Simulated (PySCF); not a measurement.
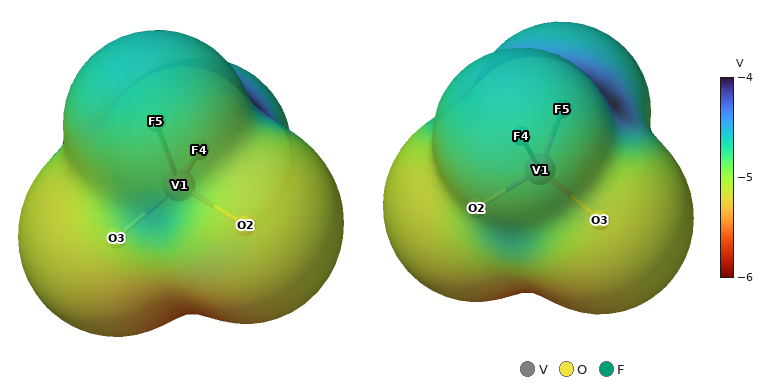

Figure. [VO2F2]- (F₂O₂V, charge −1). Electrostatic potential on the surface of electron density 0.001 a.u. (back view left, front view right).

PySCF calculation, BP86/def2-SVPD, gas phase; geometry: GFN2-xTB. This is a single-reference result, which may miss multireference character in this system. No frequency check shows the geometry to be a minimum. GFN2-xTB bond lengths at metals and heavier atoms can be off by up to 0.1 Å and shapes distorted, which carries into these values.

Coordinates in Å:

```
V1      -0.0002    0.0501    0.0000
O2      -0.0030    0.9110   -1.2773
O3       0.0051    0.9616    1.2425
F4       1.4203   -0.8973    0.0123
F5      -1.4216   -0.8952    0.0186
```

Where are the extremes of the potential on the surface?

Highest: −4.04 V, off the V1–F4 bond (2.0 to 2.1 Å from its atoms). Further maxima include −4.63 V, off the V1–F5 bond (2.0 to 2.2 Å from its atoms), and at like points elsewhere. Lowest: −5.61 V, about equally far (2.0 Å) from O2 and O3, over V1 (2.4 Å). The surface is sampled at points, so like sites can differ by a few per cent and only the strongest of them is named.
